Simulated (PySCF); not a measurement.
SMILES C[SiH2][SiH2][Si](F)(F)F (CH7F3Si3), B3LYP/def2-SVP optimised geometry. Atoms within 1.6 Å of the plane z = 0.0 Å (x, y, z in Å): Si1 (2.42, -0.90, 0.00), F2 (3.01, -0.19, 1.32), F3 (3.00, -0.09, -1.26), F4 (3.07, -2.38, -0.06), Si5 (0.09, -0.90, 0.00), Si6 (-0.75, 1.31, 0.00), C7 (-2.64, 1.34, 0.06), H8 (-0.35, -1.66, 1.21), H9 (-0.35, -1.66, -1.21), H10 (-0.17, 2.01, 1.18), H11 (-0.24, 1.98, -1.23), H12 (-3.02, 0.85, 0.97), H13 (-3.07, 0.82, -0.82), H14 (-3.00, 2.38, 0.05).

Method: B3LYP/def2-TZVP run with PySCF 2.14.0. Cells within 0.4 Å of a nucleus heavier than hydrogen are left out (blank, or x).

Map of the electrostatic potential (hartree/e), clipped to [-0.08, 0.12] on the plane z = 0.0 Å:

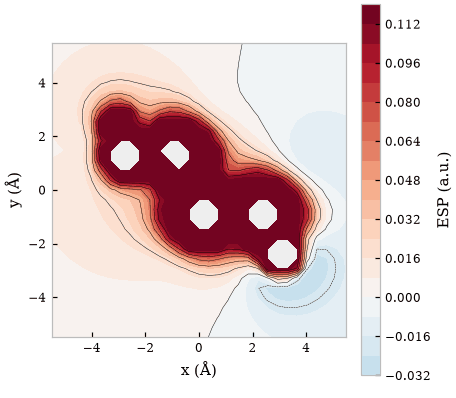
Figure. Electrostatic potential (hartree/e), clipped to [-0.08, 0.12] on the plane z = 0.0 Å.
